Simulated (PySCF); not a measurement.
# TiH₂: triplet, from a bent start

Aim: relax TiH₂ as a triplet from a bent start, check by its vibrations whether the end is a minimum, and collect its spectrum and constants.

The runs use PySCF 2.14.0; B3LYP, basis Ti def2-TZVP, H def2-TZVP, no relativity, density fitting.

### Step 1. The starting structure

3 atoms, charge 0, spin multiplicity 3.

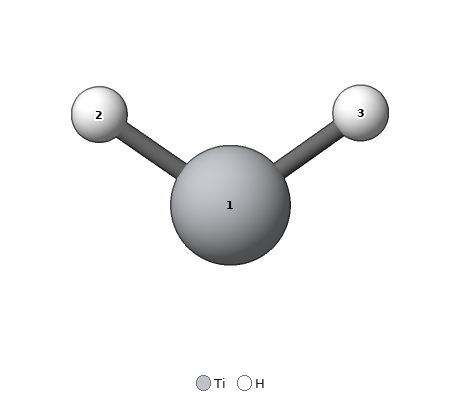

As it starts; titanium light grey, hydrogen white; atoms are numbered from 1 in the order of the file.

```xyz
3
charge 0 multiplicity 3
Ti    0.0000    0.0000    0.0000
H     1.3762    0.0000    0.9636
H    -1.3762    0.0000    0.9636
```

### Step 2. First SCF at the start

The steps below are one call of a driver around PySCF. For each, scf.py gives the equivalent set-up of the SCF; relaxations use the driver's own optimiser. After this first run the driver tries any further starts and a stability analysis.

scf.py

```python
from pyscf import gto, scf, dft
mol = gto.M(atom='''
Ti     0.000000     0.000000     0.000000
H      1.376200     0.000000     0.963600
H     -1.376200     0.000000     0.963600''',
    basis={'Ti': 'def2-TZVP', 'H': 'def2-TZVP'},
    charge=0, spin=2)
mf = dft.UKS(mol, xc='B3LYP')
mf.grids.atom_grid = (50, 194)
aux = {'Ti': 'def2-universal-JKFIT', 'H': 'def2-universal-JKFIT'}
mf = mf.density_fit(auxbasis=aux)
mf.conv_tol = 1e-08
mf.diis_space = 10
mf.max_cycle = 60
mf.init_guess = 'minao'
mf.verbose = 4
mf.kernel()
```

On the command line:

```
OMP_NUM_THREADS=2 python axn.py task.json out
```

Log:

```text
init E= -850.2461431627
[... the frontier-level lines of each cycle are left out ...]
cycle= 1 E= -850.513517728379  delta_E= -0.267  |g|= 0.201  |ddm|= 1.29
cycle= 2 E= -850.525651225624  delta_E= -0.0121  |g|= 0.177  |ddm|= 0.468
cycle= 3 E= -850.543316461319  delta_E= -0.0177  |g|= 0.0523  |ddm|= 0.18
cycle= 4 E= -850.544277628479  delta_E= -0.000961  |g|= 0.0372  |ddm|= 0.0771
cycle= 5 E= -850.545168918101  delta_E= -0.000891  |g|= 0.00866  |ddm|= 0.0453
cycle= 6 E= -850.545741799326  delta_E= -0.000573  |g|= 0.00773  |ddm|= 0.0498
cycle= 7 E= -850.546147296895  delta_E= -0.000405  |g|= 0.00863  |ddm|= 0.0331
cycle= 8 E= -850.544426964844  delta_E= 0.00172  |g|= 0.00975  |ddm|= 0.186
cycle= 9 E= -850.54415209437  delta_E= 0.000275  |g|= 0.0102  |ddm|= 0.0768
cycle= 10 E= -850.544152966947  delta_E= -8.73e-07  |g|= 0.00537  |ddm|= 0.0574
cycle= 11 E= -850.544164105033  delta_E= -1.11e-05  |g|= 0.00567  |ddm|= 0.0258
cycle= 12 E= -850.544177160683  delta_E= -1.31e-05  |g|= 0.00116  |ddm|= 0.0146
cycle= 13 E= -850.544177835094  delta_E= -6.74e-07  |g|= 0.000112  |ddm|= 0.00197
cycle= 14 E= -850.544177836256  delta_E= -1.16e-09  |g|= 7.44e-05  |ddm|= 0.000611
Extra cycle  E= -850.544177828108  delta_E= 8.15e-09  |g|= 0.00016  |ddm|= 0.000228
converged SCF energy = -850.544177828108  <S^2> = 2.011919  2S+1 = 3.0079355
```

This step, with its further starts and checks, took 5.2 s on 2 threads of Arm Neoverse V2, shared host.

Energies from each starting density:

```tsv
start	energy (Eh)
the minimal-basis guess	-850.544178
a thermally smeared density	-850.568974
a smeared PBE density	-850.566879
```

The first run landed in a state that is too high. Following the other starts and the instabilities gains 65.1 kJ/mol (-850.56897 Eh), and the work goes on from there.

### Step 3. Relaxing the triplet from the bent start

The program finds C2v symmetry in the start, which this walk keeps. The walk stops when the largest gradient is under 0.0003 Eh/bohr and the energy has settled too.

scf.py: that of step 2 with these lines changed.

```diff
@@ -3,3 +3,3 @@
-Ti     0.000000     0.000000     0.000000
-H      1.376200     0.000000     0.963600
-H     -1.376200     0.000000     0.963600''',
+Ti     0.000000     0.000000    -0.038874
+H      1.376200     0.000000     0.924726
+H     -1.376200     0.000000     0.924726''',
@@ -15 +14,0 @@
-mf.init_guess = 'minao'
```

Steps of the walk:

```tsv
step	energy (Eh)	change (kJ/mol)	largest symmetric gradient (Eh/bohr)
0	-850.568974	0.00	0.01433
1	-850.570737	-4.63	0.00934
2	-850.572317	-8.78	0.00172
3	-850.572342	-8.84	0.00158
4	-850.572356	-8.88	0.00087
5	-850.572361	-8.89	0.00016
6	-850.572361	-8.89	0.00001
```

The walk took 4.2 s.

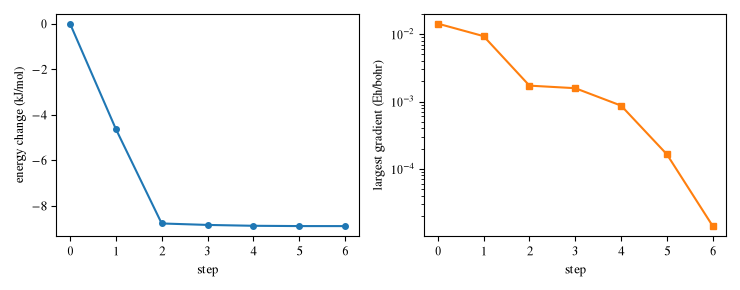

Energy and largest gradient along the walk.

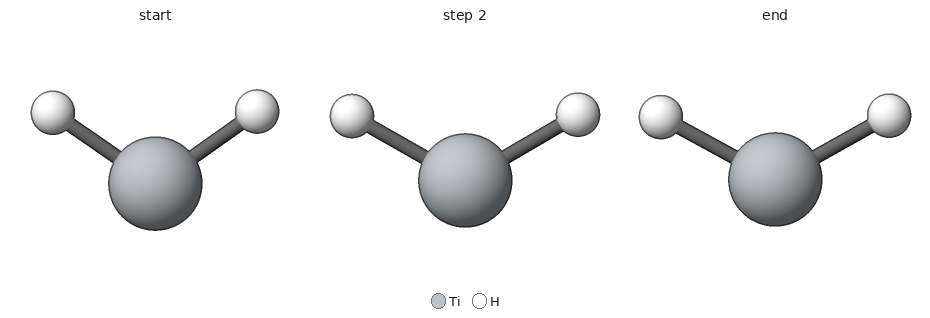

The geometry along the walk, at one scale.

It settles in C2v symmetry, 8.9 kJ/mol below the start, after 6 steps: Ti–H 1.757 Å (×2); H–Ti–H 122.1°.

### Step 4. Frequencies

On the finer grid the gradient is checked again; gradients at displacements of ±0.02 bohr then give force constants and infrared intensities.

scf.py: that of step 3 with these lines changed.

```diff
@@ -3,3 +3,3 @@
-Ti     0.000000     0.000000    -0.038874
-H      1.376200     0.000000     0.924726
-H     -1.376200     0.000000     0.924726''',
+Ti    -0.000000     0.000000    -0.034306
+H      1.537563     0.000000     0.816064
+H     -1.537563     0.000000     0.816064''',
@@ -9 +9 @@
-mf.grids.atom_grid = (50, 194)
+mf.grids.atom_grid = (75, 302)
@@ -12 +12 @@
-mf.conv_tol = 1e-08
+mf.conv_tol = 1e-10
```

The driver hands on the density of the step before, so the log starts near convergence.

Log of the central SCF (cycles and frontier levels):

```text
init E= -850.572334333044
[... the frontier-level lines of each cycle are left out ...]
cycle= 1 E= -850.572334333045  delta_E= -7.96e-13  |g|= 1.12e-06  |ddm|= 1.39e-06
Extra cycle  E= -850.572334333042  delta_E= 3.07e-12  |g|= 2.15e-06  |ddm|= 2.56e-06
converged SCF energy = -850.572334333042  <S^2> = 2.0150136  2S+1 = 3.0099924
```

The whole step took 11 s.

Geometry: C2v; Ti–H 1.757 Å (×2); H–Ti–H 122.1°.

Harmonic modes (main isotopes):

| symmetry | ω (cm⁻¹) | IR (km/mol) | μ (u) |
| --- | --- | --- | --- |
| a1 | 579 | 136 | 1.04 |
| b2 | 1591 | 600 | 1.04 |
| a1 | 1600 | 182 | 1.02 |

No imaginary mode, so this is a minimum.

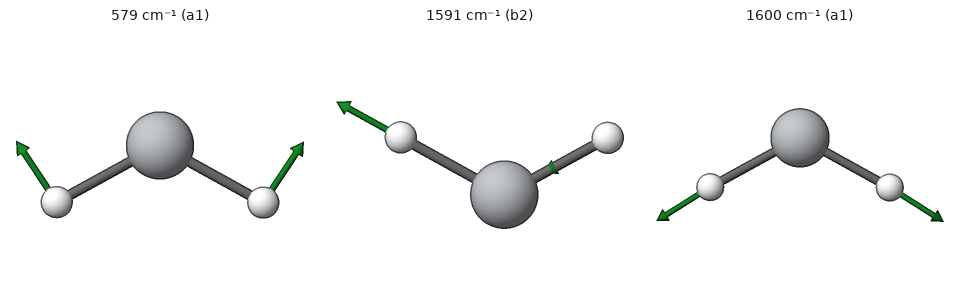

Displacements of 3 of the modes, as arrows (one member where a mode is degenerate).

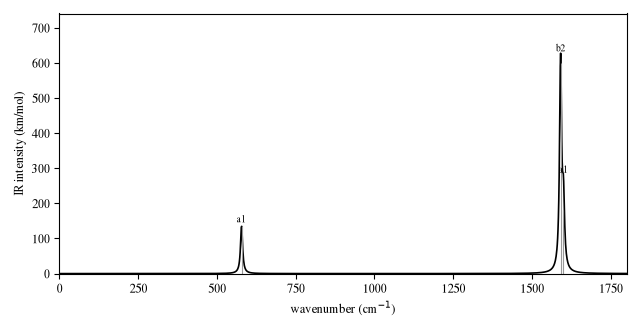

The harmonic infrared spectrum (widths in cm⁻¹). Lines are broadened to a width of 8 cm⁻¹ (Lorentzian).

Properties at this point:

* Dipole moment: 3.22 D
* Highest occupied level: -5.36 eV
* Lowest empty level: -2.15 eV
* Rotational constants: 12.05, 3.538, 2.735 cm⁻¹
* Zero-point energy: 22.6 kJ/mol
* Principal polarisabilities: 43.9, 49.4, 51.2 bohr³
* Atomisation energy without zero-point energy: 527 kJ/mol
* Principal traceless quadrupole moments about the centre of mass: -6.54, 1.87, 4.68 D Å
* Entropy at 298.15 K and 1 bar (electronic part: spin only): 227.1 J/(mol K)
* Heat capacity Cp at 298.15 K: 38.2 J/(mol K)
* Enthalpy at 298.15 K above 0 K: 10.39 kJ/mol
* Rotational symmetry number: 2
* Spin squared ⟨S²⟩: 2.015

Populations by atom (charges in e):

```
atom  Mulliken  Löwdin  polar tensor  spin (Mulliken)  Mayer order to Ti1
 Ti1      0.48    0.38          0.90             2.15                   –
H2,3     -0.24   -0.19         -0.45            -0.07                0.93
```

Mulliken populations on Ti1: s 6.87, p 12.25, d 2.39, f 0.00.

### Step 5. Outcome

| quantity | value |
| --- | --- |
| minimum | triplet, C2v |
| geometry | Ti–H 1.757 Å (×2); H–Ti–H 122.1° |
| wavenumbers (cm⁻¹) | 579 (a1), 1591 (b2), 1600 (a1) |
| dipole moment | 3.22 D |
| highest occupied, lowest empty level (either spin) | -5.36, -2.15 eV |
| polar-tensor charge of Ti1 | +0.90 e |
| zero-point energy | 22.6 kJ/mol |
| entropy at 298.15 K | 227.1 J/(mol K) |
| atomisation energy (no zero-point energy) | 527 kJ/mol |
| ⟨S²⟩ | 2.015 |

**Reading.** The molecule stays C2v, as typed, and the end point is a minimum. In the infrared the band at 1591 cm⁻¹ (b2, stretch) leads. Most of the spin sits on Ti1 (Mulliken spin 2.15, against 2 for the whole molecule). The first SCF alone would have been 65 kJ/mol too high. Only this shape and spin were tried, so other structures or states may lie lower. One determinant may miss the lowest occupation of an open d or f shell.

The search up to here took 20 s.
